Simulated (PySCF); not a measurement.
# C$_{3}$H$_{7}$OP, SMILES `CPC(C)=O`: electronic structure

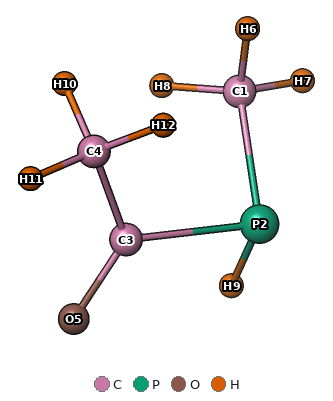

The molecule, with its atoms numbered as below. No frequency check shows the geometry to be a minimum.

Cartesian coordinates (Å):

```
C1      -1.7821    0.6636    0.4968
P2      -0.8399   -0.6073   -0.4739
C3       0.8868   -0.1389    0.0302
C4       1.2812    1.2853   -0.2439
O5       1.6330   -0.9710    0.4773
H6      -1.7309    1.6233   -0.0137
H7      -2.8235    0.3504    0.5300
H8      -1.4017    0.7616    1.5116
H9      -0.9275   -1.6305    0.4701
H10      0.8710    1.9244    0.5372
H11      2.3644    1.3838   -0.2447
H12      0.8682    1.6039   -1.1998
```

Part 1: Bonding charge

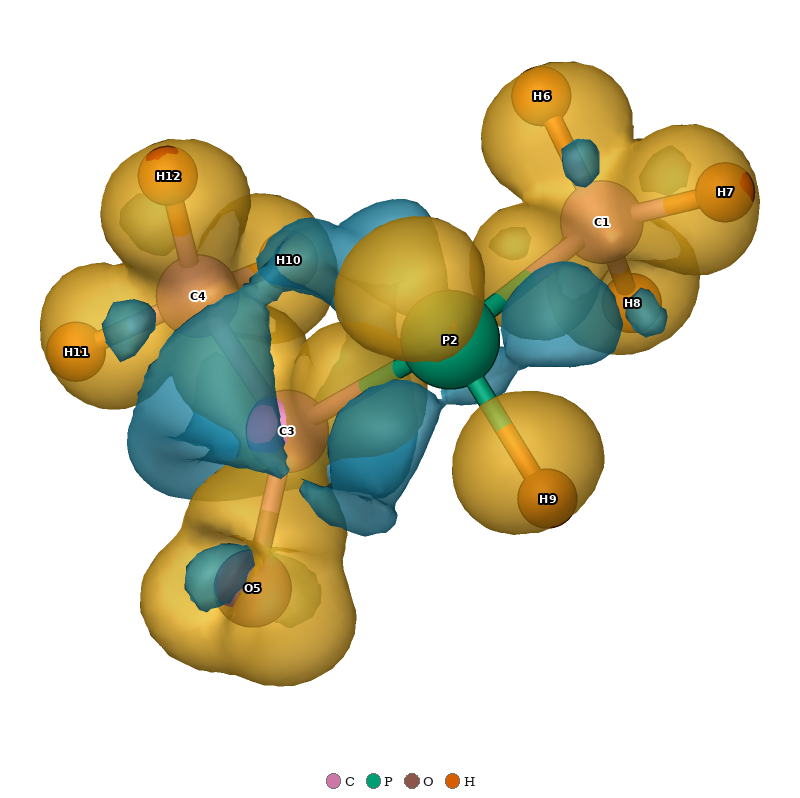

Deformation density (molecule less spherical, spin-averaged free atoms at the same positions), surfaces at ±0.08 e/Å³; yellow: gain, teal: loss.

Method: HF/def2-SVPD; geometry: GFN2-xTB; program: PySCF.

**Describe the bonding that the map shows.**

The five largest and four smallest: C3–O5: +0.74 e/Å³ at the bond critical point (bond length 1.20 Å). C4–H11: +0.70 e/Å³ at the bond critical point (bond length 1.09 Å). C1–H8: +0.68 e/Å³ at the bond critical point (bond length 1.09 Å). C4–H12: +0.68 e/Å³ at the bond critical point (bond length 1.09 Å). C1–H7: +0.68 e/Å³ at the bond critical point (bond length 1.09 Å). C3–C4: +0.62 e/Å³ at the bond critical point (bond length 1.50 Å). P2–H9: +0.20 e/Å³ at the bond critical point (bond length 1.40 Å). P2–C3: +0.17 e/Å³ at the bond critical point (bond length 1.86 Å). C1–P2: +0.16 e/Å³ at the bond critical point (bond length 1.86 Å). In all, 2.8 electrons gather in the regions of gain relative to the promolecule.

**Where do the Hirshfeld charges lie?**

The highest Hirshfeld charge is on C3 (+0.14 e), the lowest on O5 (−0.32 e).

```
atom  charge (e)
  C1       −0.15
  P2       +0.13
  C3       +0.14
  C4       −0.10
  O5       −0.32
  H6       +0.04
  H7       +0.05
  H8       +0.04
  H9        0.00
 H10       +0.06
 H11       +0.06
 H12       +0.05
```

Part 2: Local ionisation energy

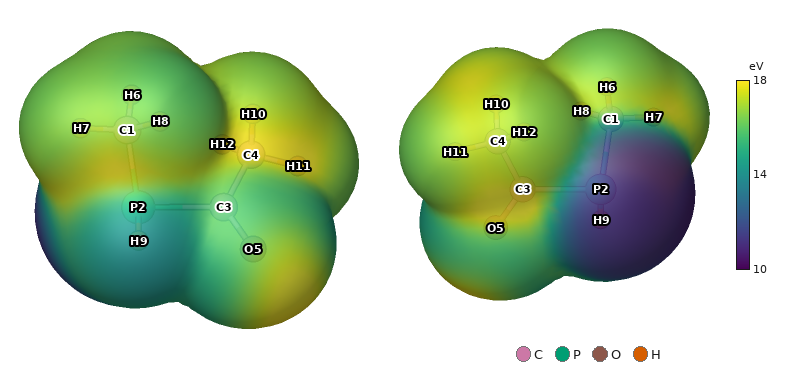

Average local ionisation energy on the surface of electron density 0.001 a.u. (back view left, front view right).

**Locate the minima of the map.**

The lowest value is 10.6 eV, 2.4 Å from P2. Further minima include 14.2 eV, 1.4 Å from H9; 14.7 eV, near O5 (1.85 Å) and H11 (1.97 Å); 15.8 eV, 1.4 Å from H8. For comparison, the highest occupied orbital lies at −9.8 eV.

Part 3: Excited states

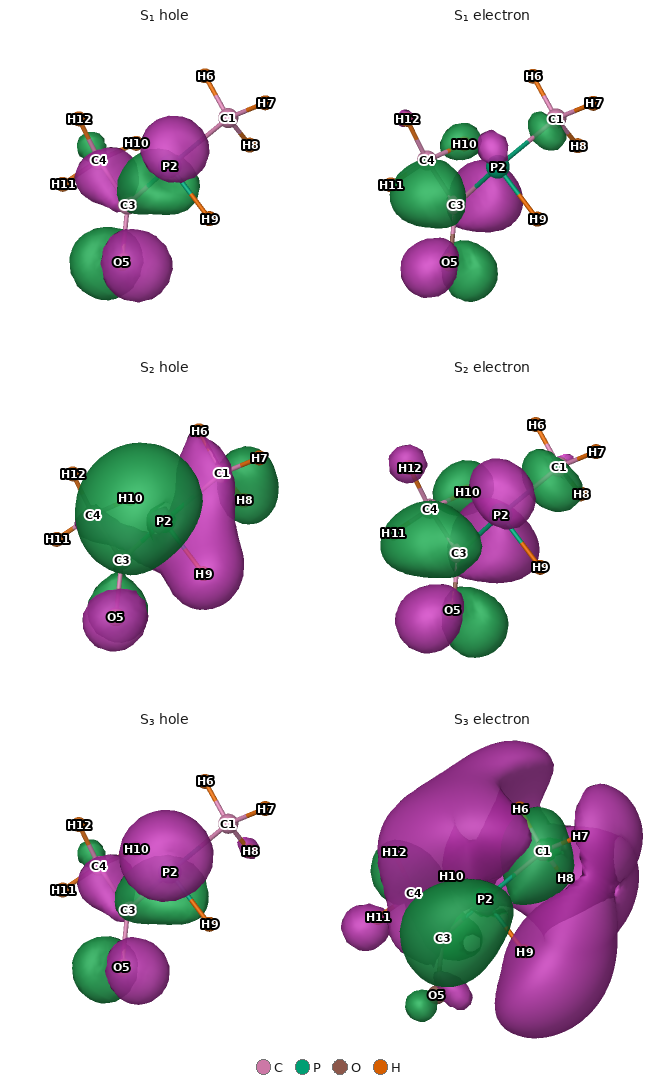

Leading natural transition orbitals (TDA singlet states).

PySCF calculation, PBE0/def2-SVP, gas phase; geometry: GFN2-xTB. Without diffuse functions Rydberg states are missing, so the states' numbers hold for this basis only.

**Describe these excited states.**

By state:
- S₁: 3.98 eV (311 nm), f = 0.009; the leading pair carries 100 %; hole on O5 (54 %), P2 (20 %) and C3 (12 %), electron on C3 (40 %), O5 (32 %) and P2 (10 %); their centroids lie 0.3 Å apart.
- S₂: 5.92 eV (209 nm), f = 0.046; the leading pair carries 84 %; hole on P2 (57 %), O5 (15 %) and C1 (8 %), electron on C3 (34 %), O5 (26 %) and P2 (18 %) (shares are of the whole state, not of the leading pair alone); their centroids lie 1.1 Å apart.
- S₃: 6.34 eV (196 nm), f = 0.005; the leading pair carries 94 %; hole on P2 (36 %), O5 (36 %) and C3 (12 %), electron on P2 (38 %), H9 (15 %) and C1 (9 %); their centroids lie 1.1 Å apart.

Part 4: Removing or adding an electron

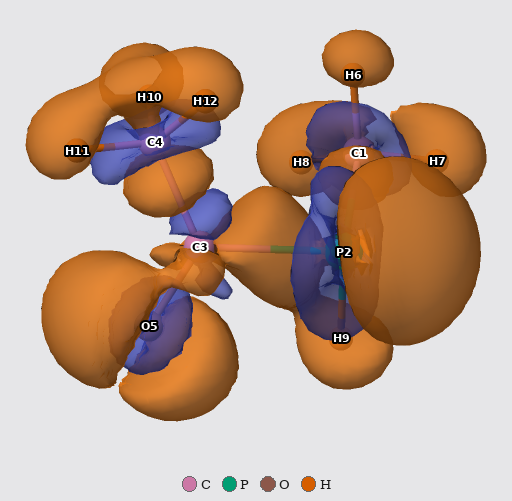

Fukui function f⁻ = ρ(N) − ρ(N−1) at fixed geometry, surfaces at ±0.015 e/Å³ (orange positive, blue negative).

PySCF calculation, r2SCAN/def2-SVPD, gas phase; geometry: GFN2-xTB.

**On which atoms does the density change most on removal of an electron?**

f⁻ (Hirshfeld-condensed) is largest on P2 (0.29) and O5 (0.24); the vertical ionisation energy is 8.61 eV (the stability of the cation's solution wasn't checked). Condensed values hint at sites of electrophilic attack but needn't mark the atom that reacts. Orbital relaxation makes it negative in places (0.20 e in all).

```
atom     f⁻  charge
  C1  +0.04   −0.14
  P2  +0.29   +0.10
  C3  +0.08   +0.12
  C4  +0.06   −0.11
  O5  +0.24   −0.25
  H6  +0.03   +0.04
  H7  +0.04   +0.05
  H8  +0.04   +0.04
  H9  +0.06   −0.01
 H10  +0.04   +0.06
 H11  +0.04   +0.05
 H12  +0.04   +0.05
```
